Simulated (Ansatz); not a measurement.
```xyz
14

F    -1.8999    0.9737    1.4430
Si   -0.3661    0.7052    1.9407
Si    0.6958    0.4871   -2.1000
Si   -0.5537   -2.9697   -0.0518
Sn    0.7389   -0.7594    0.1450
H     0.3023    2.0318    2.0957
H    -0.4296    0.0354    3.2742
H     2.3644   -1.0755    0.6032
H     1.3408   -0.3378   -3.1670
H     1.4223    1.7893   -1.9909
H    -0.7223    0.7556   -2.4865
H    -1.9660   -2.6804   -0.4449
H     0.0680   -3.8470   -1.0904
H    -0.5544   -3.6951    1.2555
```

Geometry: PBE0-D4/def2-SVP; core potentials replace the inner electrons of Sn.

Level of theory: Ansatz 0.2.0, isolated molecule in a Gaussian basis; Kohn-Sham density functional theory, functional PBE0.

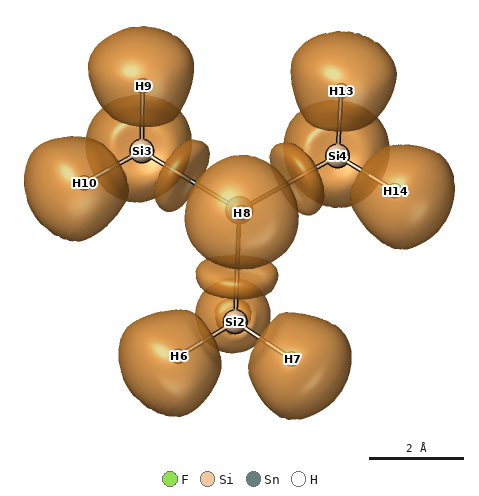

FH₉Si₃Sn (SMILES F[SiH2][SnH]([SiH3])[SiH3]). Isosurface of the electron localisation function at 0.75 (orange), seen across its widest extent. Core shells and regions of very low density are left out.

Question: Identify the bonds, lone pairs and shells in this picture.

Answer: The surface consists of three regions between bonded Si–Sn atoms (shared pairs), nine regions around hydrogen nuclei and one region wrapped around F (its valence shell). Along the contacts the grid gives the following. Si–F (1.63 Å): the ELF peaks at about 0.85 in the valence shell of F, 0.6 Å from its nucleus, and is about 0.40 at the midpoint. Si–Sn (2.57 Å): the ELF peaks at about 0.95 between the atoms; localised, covalent bonding.
